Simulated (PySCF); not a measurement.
SMILES [SiH3]O[SiH2][SiH2]S at its GFN2-xTB optimised geometry (Å):

```
13

Si     3.2759     0.3611     0.0000
O      1.6551     0.3611     0.0000
Si     0.1581     0.9871     0.0000
Si    -1.1406    -0.9046     0.0208
S     -3.1953    -0.2354    -0.0996
H      3.6391    -0.5657    -1.0674
H      3.6621    -0.1092     1.3268
H      3.7498     1.7181    -0.2583
H      0.0439     1.8514     1.1808
H      0.0401     1.8356    -1.1913
H     -1.1109    -1.7470     1.2246
H     -1.0087    -1.8514    -1.0950
H     -3.7498    -1.4352    -0.0824
```

Method: B3LYP/def2-TZVP (PySCF 2.14.0). Cells within 0.4 Å of a nucleus heavier than hydrogen are left out (blank, or x).

Map of the deformation density (molecule minus spherical neutral atoms) (e/bohr³) on the plane z = 0.0 Å:

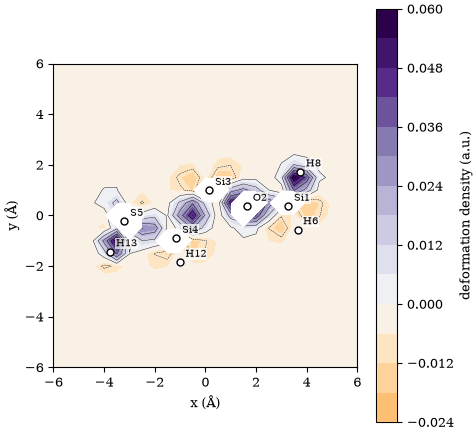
*Deformation density (molecule minus spherical neutral atoms) (e/bohr³) on the plane z = 0.0 Å.*
